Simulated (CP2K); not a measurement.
# InNH4 (SMILES [NH2][InH2]): GFN2-xTB

What is the energy change on altering one bond length of InNH4 at GFN2-xTB? 

The results are computed with CP2K 2026.2.

2 further runs of the same task are left out: 1 that didn't finish, 1 set aside as unsound or not needed. Runs told in other sessions of the task aren't counted.

## Step 1: The system as given

InNH4: 6 atoms, total charge 0, spin state singlet. SMILES: `[NH2][InH2]`. The coordinates come from a PBE0-D4/def2-TZVP relaxation.

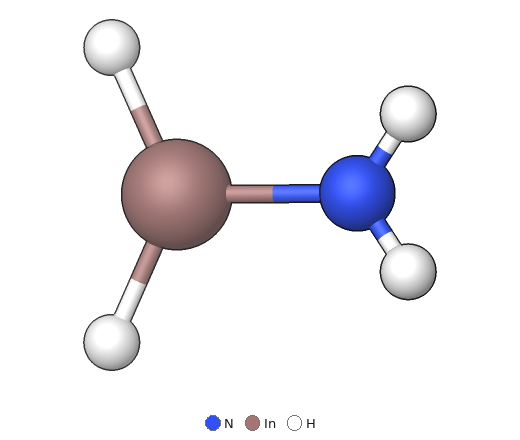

The structure, seen from a chosen angle (nitrogen blue, indium brown, hydrogen white).

## Step 2: A single-point energy at GFN2-xTB

File job.inp:

```
&GLOBAL
    PROJECT_NAME job
    RUN_TYPE ENERGY
    PRINT_LEVEL MEDIUM
&END GLOBAL

&FORCE_EVAL
    METHOD QUICKSTEP
    &DFT
        &QS
            METHOD XTB
            EPS_DEFAULT 1.0E-10
            &XTB
                GFN_TYPE TBLITE
                &TBLITE
                    METHOD GFN2
                &END TBLITE
                CHECK_ATOMIC_CHARGES F
            &END XTB
        &END QS
        &POISSON
            PERIODIC NONE
            POISSON_SOLVER ANALYTIC
        &END POISSON
        &SCF
            SCF_GUESS ATOMIC
            EPS_SCF 1.0E-07
            MAX_SCF 150
            ADDED_MOS 2
            &DIAGONALIZATION
                ALGORITHM STANDARD
            &END DIAGONALIZATION
            &MIXING
                METHOD DIRECT_P_MIXING
                ALPHA 0.4
            &END MIXING
            &SMEAR ON
                METHOD FERMI_DIRAC
                ELECTRONIC_TEMPERATURE [K] 300
            &END SMEAR
        &END SCF
        ! extra output
        &PRINT
            &MOMENTS
                PERIODIC F
                REFERENCE COM
                MAX_MOMENT 1
            &END MOMENTS
            &MO ON
                ENERGIES T
                OCCUPATION_NUMBERS T
                NDIGITS 6
                &EACH
                    QS_SCF 0
                &END EACH
                ADD_LAST NUMERIC
            &END MO
            &HIRSHFELD OFF
            &END HIRSHFELD
        &END PRINT
    &END DFT
    &SUBSYS
        &CELL
            ABC 17.7 19.5 18.6
            PERIODIC NONE
        &END CELL
        &COORD
            N      8.595250     8.643000     9.415900
            In     8.782750    10.639400     9.331000
            H      8.089450     8.150600    10.132700
            H      8.999350     8.006200     8.750000
            H      9.699950    11.224000     8.008600
            H      8.000050    11.493800    10.591400
        &END COORD
    &END SUBSYS
&END FORCE_EVAL
```

The run is started by

```bash
$ OMP_NUM_THREADS=1 cp2k.psmp -i job.inp -o job.out
```

Standard output:

```text
CP2K| version string:                                       CP2K version 2026.2
[...]
 GLOBAL| Method name                                                        CP2K
[...]
 GLOBAL| Run type                                                         ENERGY
[...]
                             - Atoms:                                          6
[...]
                             - Spherical basis functions:                     17
[...]
 Number of electrons:                                                         12
[...]
  *** SCF run converged in    17 steps ***
[...]
  Fermi energy:                                                -0.28269580366003
[...]
 TB_DIPOLE| Moment [Debye]         -0.03373816      -0.39449700       0.01963585
 TB_DIPOLE| Derivative [a.u.]       0.00000000       0.00000000       0.00000000
[...]
 ENERGY| Total FORCE_EVAL ( QS ) energy [hartree]             -6.123466406300134
[...]
```

Wall time 1.2 s (1 thread of Intel Xeon Platinum 8259CL at 2.50GHz (Skylake/Cascade Lake), shared host); peak memory 0.19 GiB.

## Step 3: The distorted shape, same level

File gas.inp:

```
&FORCE_EVAL
  METHOD QUICKSTEP
  &DFT
    &QS
      METHOD XTB
      EPS_DEFAULT 1.0E-10
      &XTB
        GFN_TYPE TBLITE
        &TBLITE
          METHOD GFN2
        &END
        CHECK_ATOMIC_CHARGES F
      &END
    &END
    &POISSON
      PERIODIC NONE
      POISSON_SOLVER ANALYTIC
    &END
    &SCF
      SCF_GUESS ATOMIC
      EPS_SCF 1.0E-07
      MAX_SCF 150
      ADDED_MOS 2
      &DIAGONALIZATION
        ALGORITHM STANDARD
      &END
      &MIXING
        METHOD DIRECT_P_MIXING
        ALPHA 0.4
      &END
      &SMEAR ON
        METHOD FERMI_DIRAC
        ELECTRONIC_TEMPERATURE [K] 300
      &END
    &END
    &PRINT
      &MOMENTS
        PERIODIC F
        REFERENCE COM
        MAX_MOMENT 1
      &END
      &MO ON
        ENERGIES T
        OCCUPATION_NUMBERS T
        NDIGITS 6
        &EACH
          QS_SCF 0
        &END
        ADD_LAST NUMERIC
      &END
      &HIRSHFELD OFF
      &END
    &END
  &END
  &SUBSYS
    &CELL
      ABC 17.7 19.6 18.6
      PERIODIC NONE
    &END
    &COORD
      N      8.595250     8.740756     9.415900
      In     8.782750    10.737156     9.331000
      H      8.089450     8.248356    10.132700
      H      9.059960     8.008444     8.650124
      H      9.699950    11.321756     8.008600
      H      8.000050    11.591556    10.591400
    &END
  &END
&END

&GLOBAL
  PROJECT gas
  RUN_TYPE ENERGY
  PRINT_LEVEL MEDIUM
&END
```

The run is started by

```bash
$ OMP_NUM_THREADS=1 cp2k.psmp -i gas.inp > gas.out 2>&1
```

Standard output:

```text
CP2K| version string:                                       CP2K version 2026.2
[...]
 GLOBAL| Method name                                                        CP2K
[...]
 GLOBAL| Run type                                                         ENERGY
[...]
                             - Atoms:                                          6
[...]
                             - Spherical basis functions:                     17
[...]
 Number of electrons:                                                         12
[...]
  *** SCF run converged in    18 steps ***
[...]
  Fermi energy:                                                -0.28255962641569
[...]
 TB_DIPOLE| Moment [Debye]         -0.05613593      -0.45089355       0.04782781
 TB_DIPOLE| Derivative [a.u.]       0.00000000       0.00000000       0.00000000
[...]
 ENERGY| Total FORCE_EVAL ( QS ) energy [hartree]             -6.111704453647530
[...]
```

Wall time 1 s (1 thread of Intel Xeon Platinum 8259CL at 2.50GHz (Skylake/Cascade Lake), shared host); peak memory 0.19 GiB.

## Step 4: Results

Level: GFN2-xTB.

| quantity | value |
| --- | --- |
| first shape: total energy | -6.12347 Eh |
| first shape: dipole moment (from atomic charges alone) | 0.40 D |
| first shape: HOMO energy | -10.01 eV |
| first shape: LUMO energy | -6.78 eV |
| first shape: HOMO–LUMO gap | 3.23 eV |
| first shape: dispersion energy | -4.86 kJ/mol |
| distorted shape: total energy | -6.11170 Eh |
| distorted shape: dipole moment (from atomic charges alone) | 0.46 D |
| distorted shape: HOMO energy | -9.95 eV |
| distorted shape: LUMO energy | -6.77 eV |
| distorted shape: HOMO–LUMO gap | 3.17 eV |
| distorted shape: dispersion energy | -4.85 kJ/mol |
| energy change with the N1–H4 bond stretched from 1.006 to 1.157 Å | 0.320 eV |

In words: With the N1–H4 bond stretched from 1.006 to 1.157 Å the energy rises by 0.32 eV (30.9 kJ/mol). The first shape isn't relaxed at this level, so the change isn't measured from a minimum. The dipole (first shape) comes from point charges on the atoms alone, without atomic dipoles, so it is partial. The dipole (distorted shape) comes from point charges on the atoms alone, without atomic dipoles, so it is partial.
